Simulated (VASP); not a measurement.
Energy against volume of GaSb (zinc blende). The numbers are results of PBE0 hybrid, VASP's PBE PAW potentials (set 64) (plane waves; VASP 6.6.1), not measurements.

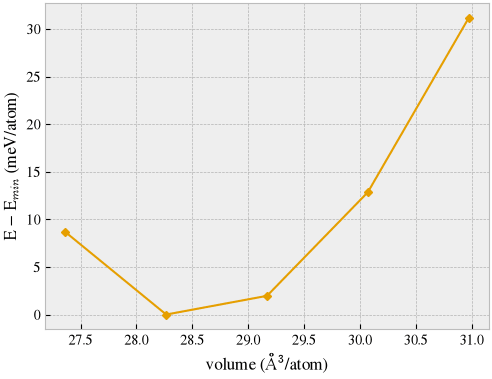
Figure. Energy against volume

**Question.** Estimate the equilibrium volume and the bulk modulus.

**Answer.** The minimum lies near 28.5 Å³/atom, and the curvature gives B0 of about 57 GPa.

Measured: bulk modulus 57.0 GPa (computed value off by -0.8 %), as given by Cormac Toher et al., Physical Review Materials (2017), arXiv:1611.05714; a 6.096 Å at 300 K (computed value off by +0.2 %), as given by I. Vurgaftman et al., Journal of Applied Physics (2001), doi:10.1063/1.1368156. The calculation is for a static lattice, while the measured bulk modulus, a hold thermal and zero-point effects, which are part of the difference.

The compound is GaSb in the zinc blende structure. It was relaxed first. The cell's shape comes from a PBE relaxation.
